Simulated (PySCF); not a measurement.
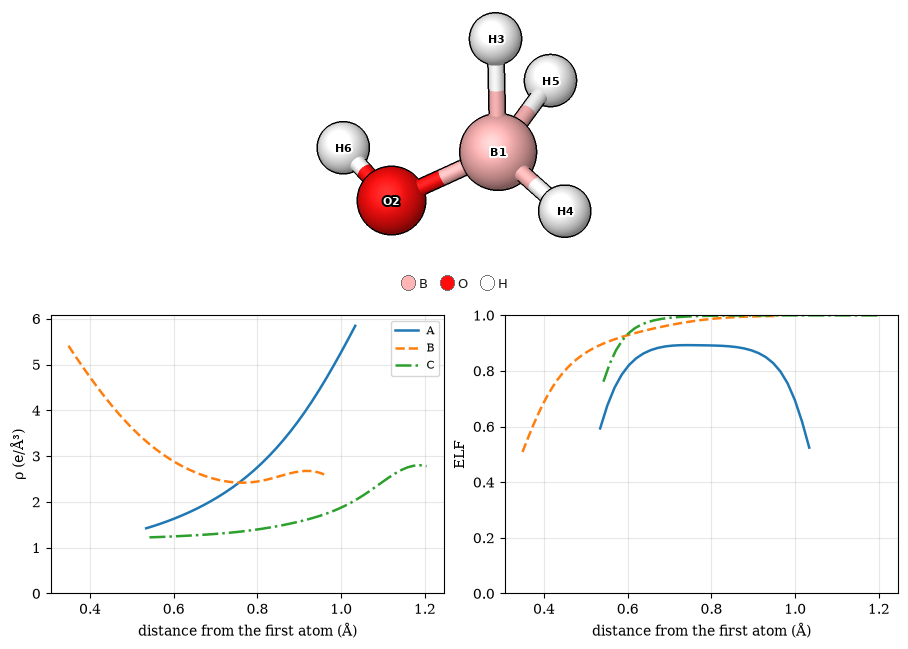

*BH4O (SMILES [BH3-][OH+]) (doublet). Total electron density and electron localisation function along straight lines between neighbouring atoms. The curves leave out the atomic cores. The structure is drawn too.*

Geometry: PBE0-D3(BJ)/ma-def2-SVP.

Level of theory: DFT single point, gas phase, functional PBE0 (PySCF 2.14.0, density-fitted response routines).

```xyz
6

B    -0.3126   -0.1170   -0.1824
O     0.9879   -0.5369   -0.3599
H    -0.4680    1.1490    0.0630
H    -1.1903   -0.6218   -0.8337
H    -0.6425    0.1951    1.0358
H     1.6307   -0.0862    0.1950
```

Q: Which curve belongs to which contact (B–H, B–O and O–H)? The first atom named is at distance zero.

A: Curve A: B–O (1.38 Å): ρ at the midpoint is about 2 e/Å³; the ELF peaks at about 0.90 between the atoms (a short, strongly polar bond). Curve B: O–H (0.96 Å): ρ is about 3.8 e/Å³ halfway; the ELF climbs to about 1 towards the hydrogen, as it does in any bond to H; an ordinary covalent bond to hydrogen. Curve C: B–H (1.20 Å): ρ is about 1.2 e/Å³ halfway; the ELF climbs to about 1 towards the hydrogen (an ordinary covalent bond to hydrogen).
